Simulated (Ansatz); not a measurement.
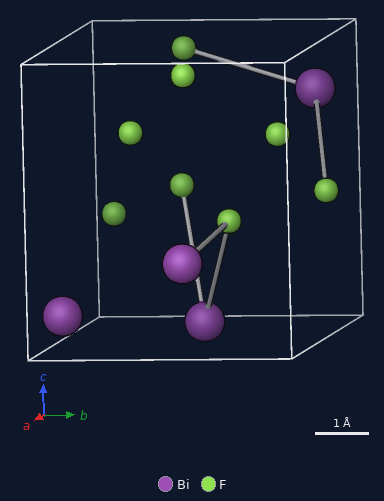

Starting frame of a dynamics run of an amorphous cell of composition BiF$_{2}$ (12 atoms in the cell). The picture is a ball-and-stick view of the simulation cell, seen slightly off an axis. Bonds to atoms that aren't drawn are left out.

The calculation used DFT, PAW plane waves, PBE in Ansatz.

Input file:
```yaml
crystal:
  lattice:
    - [6.89166, -1.272281, -0.105367]
    - [0.509379, 5.047943, 0.307475]
    - [0.734306, -0.360812, 5.78529]
  atoms:
    - { symbol: Bi, position: [0.910246, 0.566221, 0.306809] }
    - { symbol: Bi, position: [0.06154, 0.853174, 0.773011] }
    - { symbol: Bi, position: [0.357823, 0.494558, 0.030939] }
    - { symbol: Bi, position: [0.668941, 0.040989, 0.098059] }
    - { symbol: F, position: [0.220381, 0.382666, 0.472031] }
    - { symbol: F, position: [0.01036, 0.344229, 0.903809] }
    - { symbol: F, position: [0.535288, 0.644556, 0.395304] }
    - { symbol: F, position: [0.411486, 0.981815, 0.47837] }
    - { symbol: F, position: [0.582867, 0.849137, 0.694497] }
    - { symbol: F, position: [0.741408, 0.539315, 0.91806] }
    - { symbol: F, position: [0.610825, 0.299047, 0.706417] }
    - { symbol: F, position: [0.063151, 0.079745, 0.353897] }
kpoints:
  mp_grid: { grid: [2, 3, 3] }
magnetization:
  spin_polarized: false
scf:
  occupations: { method: fermi_dirac, width: 0.05 }
hamiltonian:
  pseudopotentials: { kind: paw }
  xc: pbe
basis:
  ecutwfc: 420
md:
  timestep: 1.5
  n_steps: 40
  ensemble: nve
  temperature: 100.0
  initial_velocities: maxwell_boltzmann
  seed: 423040
```

Command:
```bash
ansatz run input.yaml --threads 2 --pin off --max-ram 2560MiB --backend cpu --events-out ev --progress --plain --runs-dir out
```

Question: Predict how the run goes.

Answer: The mean temperature in the second half is 3965 K (standard deviation 162 K). It is well above the start because potential energy is released as heat. The potential energy in the second half lies on average 459 meV per atom below the first frame. Root-mean-square distances from the starting positions over the second half, with the common drift of all atoms taken out: F 0.86 Å, Bi 0.10 Å. The run lasts only 60 fs, too short to tell vibration from diffusion.

Along the run (each row but the first and the last is the mean over the interval that it begins):

| time (fs) | potential energy (meV/atom) | T (K) |
| --- | --- | --- |
| 0.0 | 0.0 | 100 |
| 7.5 | -171.1 | 1540 |
| 15.0 | -347.8 | 3030 |
| 22.5 | -463.7 | 4006 |
| 30.0 | -454.3 | 3929 |
| 37.5 | -436.9 | 3783 |
| 45.0 | -480.1 | 4144 |
| 52.5 | -465.2 | 4021 |
| 60.0 | -448.6 | 3883 |

The paths of the atoms:

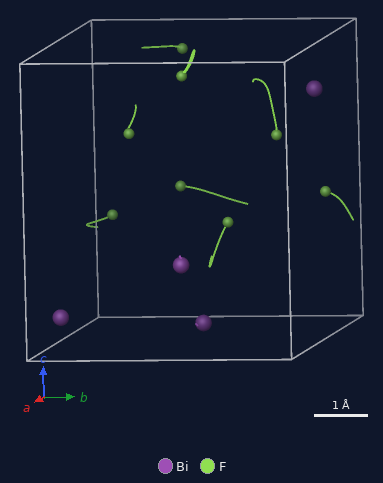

Limits of the set-up: the k-point mesh is coarse for a cell with partly filled bands; the periodic images lie only 5.1 Å apart, so the values are limited by the cell's size.

Cost: 2.4 min on 2 threads of Intel(R) Xeon(R) Platinum 8488C (Sapphire Rapids) (shared host), peak memory 0.61 GiB.
